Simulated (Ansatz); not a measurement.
| atom | x (Å) | y (Å) | z (Å) |
| --- | --- | --- | --- |
| O | -1.2587 | 1.0808 | 0.3706 |
| Hf | -0.0295 | -0.1597 | -0.3598 |
| O | 1.3602 | -0.5292 | 0.8711 |
| Br | -1.2450 | -2.2982 | -0.8789 |
| Br | 0.9725 | 0.8215 | -2.4461 |
| H | -1.7868 | 1.7023 | 0.8614 |
| H | 1.9873 | -0.6174 | 1.5818 |

Geometry: PBE0-D4/def2-TZVP; core potentials replace the inner electrons of Hf.

Theory: Ansatz 0.2.0, RKS PBE0-D4/def2-TZVPP.

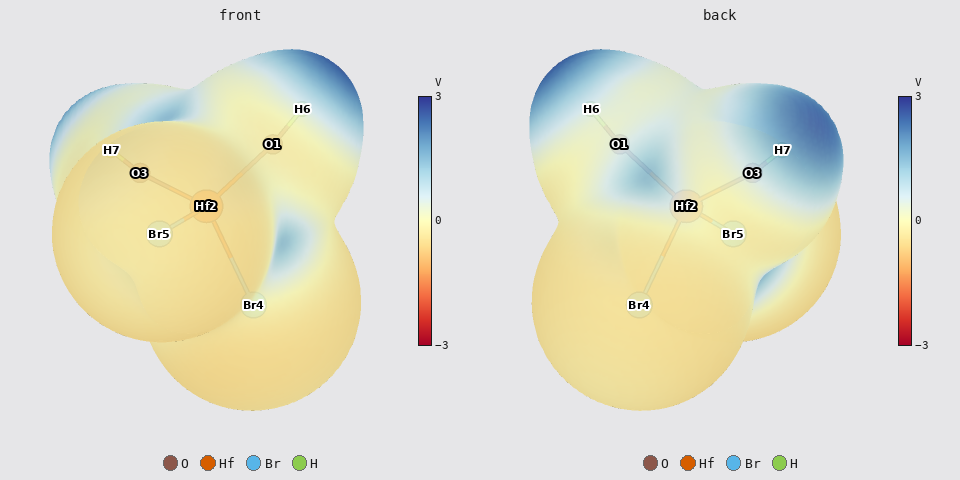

Br2H2HfO2 (SMILES [OH][Hf]([OH])([Br])[Br]). The molecular electrostatic potential painted on the density surface at 0.001 e/bohr³, seen from the front and from behind; the colour scale runs from red (negative) to blue (positive).

### Which sites attract a positive test charge, and which a negative one?

A positive charge is drawn to the negative regions and a negative charge to the positive ones. The most negative region (about −0.6 V) lies over Br4 and Br5, the most positive (about +2.5 V) over H6 and H7.
